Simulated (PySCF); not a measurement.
# H₅N₂OSi₂ (SMILES [O][SiH]1N[SiH2]N1) (doublet): what the fields show

```yaml
atoms:
  - { symbol: O, position_ang: [-0.1404, -2.5027, -0.7933] }
  - { symbol: Si, position_ang: [-0.1216, -1.3374, 0.1764] }
  - { symbol: N, position_ang: [-1.1647, 0.0984, -0.1062] }
  - { symbol: Si, position_ang: [0.1235, 1.2495, -0.2388] }
  - { symbol: N, position_ang: [1.1859, -0.0754, 0.0843] }
  - { symbol: H, position_ang: [-0.2424, -1.4155, 1.6407] }
  - { symbol: H, position_ang: [-2.0176, 0.0900, -0.6374] }
  - { symbol: H, position_ang: [0.3413, 1.6949, -1.6073] }
  - { symbol: H, position_ang: [0.0401, 2.2735, 0.7922] }
  - { symbol: H, position_ang: [2.0049, -0.0707, 0.6668] }
```

Geometry: GFN2-xTB.

Method: UKS B3LYP, pcH-1 on H N O Si, non-relativistic, mean-field spin-orbit, GIAO in PySCF 2.14.0, density-fitted response routines.

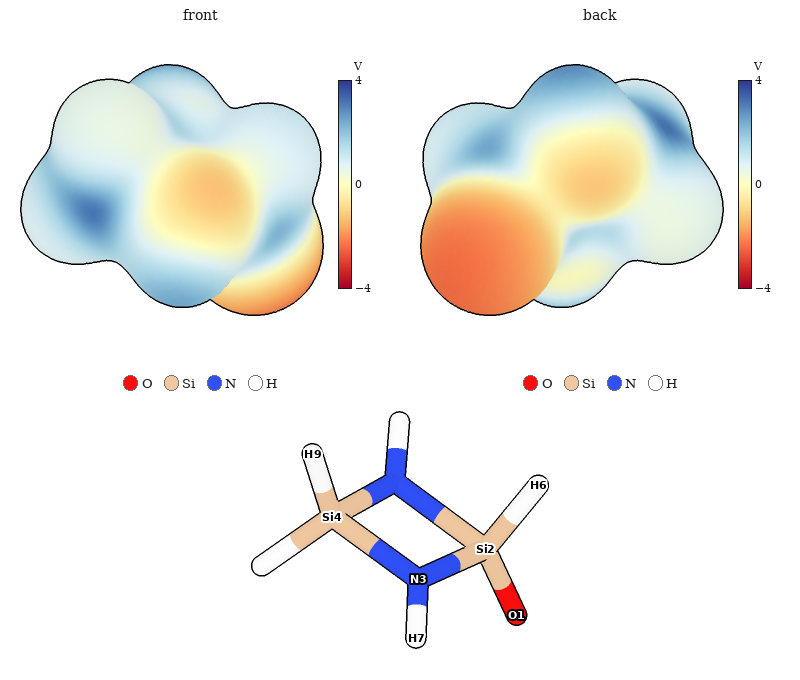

Figure 1. The electrostatic potential painted on the density surface at 0.004 e/bohr³, seen from the front and from behind; red is negative and blue positive. The bare structure is drawn below in the same view.

Which sites attract a positive test charge, and which a negative one?

Answer. A positive charge is drawn to the negative regions and a negative charge to the positive ones. The most negative region (about −2.4 V) lies over O1, the most positive (about +3.1 V) over Si4. O1 is the likeliest acceptor of a hydrogen bond.

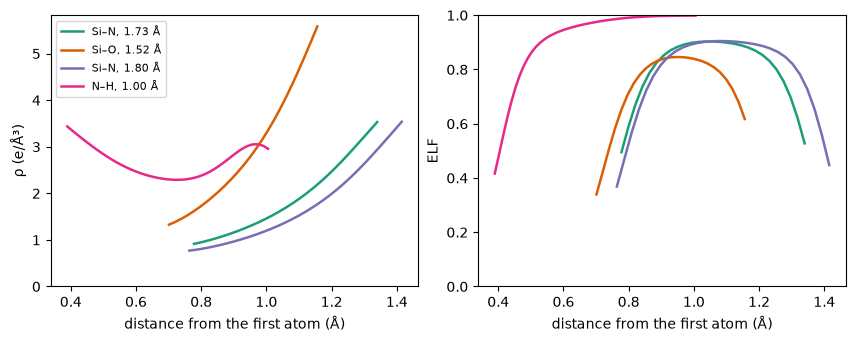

Figure 2. Total electron density and electron localisation function along straight lines between neighbouring atoms. The curves leave out the atomic cores.

What kind of bonding do the profiles show?

Answer. Si–N (1.73 Å): the density is about 1.1 e/Å³ at the midpoint; the ELF peaks at about 0.90 between the atoms (a shared but strongly polarised pair).
Si–O (1.52 Å): the density is about 1.5 e/Å³ at the midpoint; the ELF peaks at about 0.85 between the atoms: a short, strongly polar bond.
Si–N (1.80 Å): ρ at the midpoint is about 0.96 e/Å³; the ELF peaks at about 0.90 between the atoms, as expected for a shared but strongly polarised pair.
N–H (1.00 Å): ρ is about 2.8 e/Å³ halfway; the ELF climbs to about 1 towards the hydrogen, as it does in any bond to H; an ordinary covalent bond to hydrogen.
